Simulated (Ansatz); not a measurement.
```json
{"atom": "N", "x (Å)": "-0.0837", "y (Å)": "0.0921", "z (Å)": "-0.9885"}
{"atom": "H", "x (Å)": "-0.9958", "y (Å)": "0.0768", "z (Å)": "-1.4270"}
{"atom": "H", "x (Å)": "0.1899", "y (Å)": "1.0572", "z (Å)": "-0.8463"}
{"atom": "H", "x (Å)": "0.5886", "y (Å)": "-0.3460", "z (Å)": "-1.6053"}
{"atom": "O", "x (Å)": "-1.0124", "y (Å)": "0.2277", "z (Å)": "1.8621"}
{"atom": "S", "x (Å)": "-0.0351", "y (Å)": "-0.7204", "z (Å)": "1.4002"}
{"atom": "O", "x (Å)": "1.3485", "y (Å)": "-0.3875", "z (Å)": "1.6048"}
```

Geometry: PBE0-D4/def2-TZVP.

All numbers below come from Ansatz 0.2.0, RKS PBE0-D4/def2-TZVPPD.

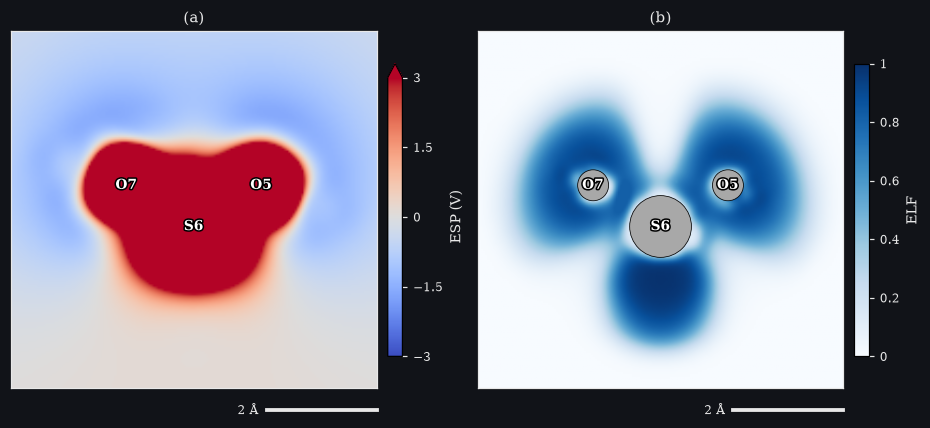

NH₃···SO₂ (SMILES N.O=S=O). (a) electrostatic potential; (b) electron localisation function on the plane of atoms O5, S6 and O7. Grey discs cover the atomic cores in the ELF map.

Interpret the plot.

Answer. The plane passes through O and S nuclei. S–O (1.44 Å): the ELF peaks at about 0.80 between the atoms, as expected for a polar covalent bond. The ELF also peaks beside S6, O7 and O5, away from the bonds: lone-pair regions. Outside the dense part of the complex the potential is most negative (−1.6 V) near O5 and O7.
